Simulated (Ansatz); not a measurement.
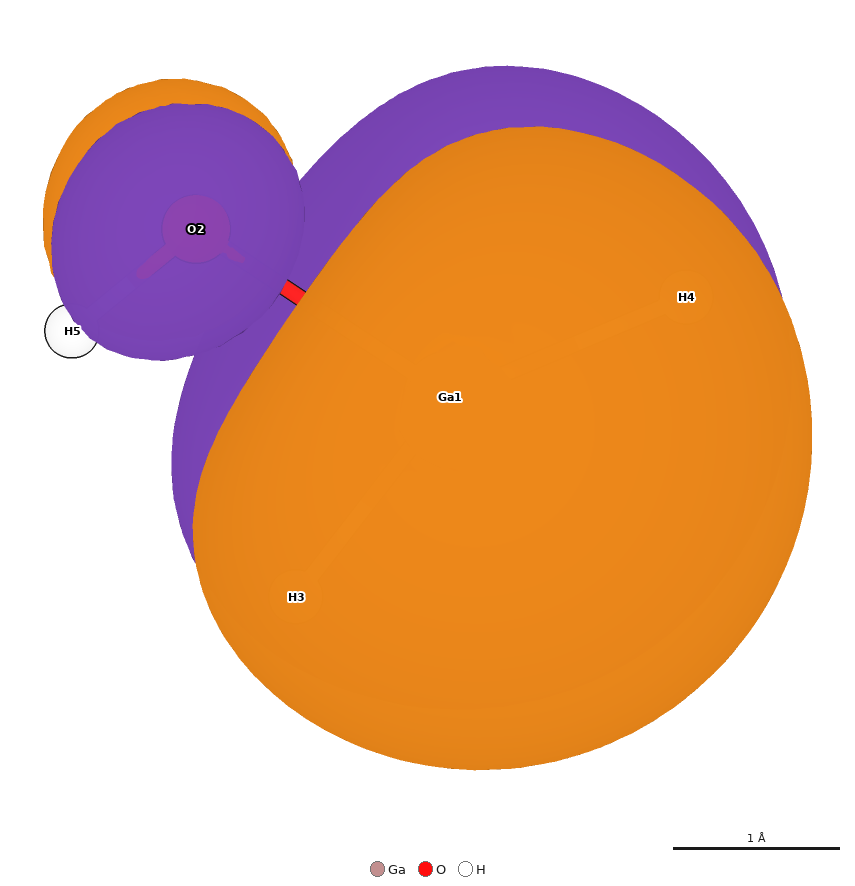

*GaH3O. One frontier orbital at ±0.06 Å⁻³ᐟ² (orange and purple are the two phases), seen at an oblique angle.*

Not at a stationary point (largest force 1.5 eV/Å).

Theory: RKS BLYP-D4/def2-TZVP (Ansatz 0.2.0).

```xyz
5

Ga   -0.5976    0.3015    0.1404
O     1.1169   -0.3474    0.3668
H    -0.5083   -0.2272   -1.2880
H    -1.3865    1.0202    1.2601
H     1.3755   -0.7471   -0.4793
```

**Which orbital is it: HOMO or LUMO?**

The LUMO, at −2.08 eV. Its weight (Hirshfeld) is mainly on Ga1 (about 80 %) and O2 (about 10 %); it changes sign across the molecular plane (π type).
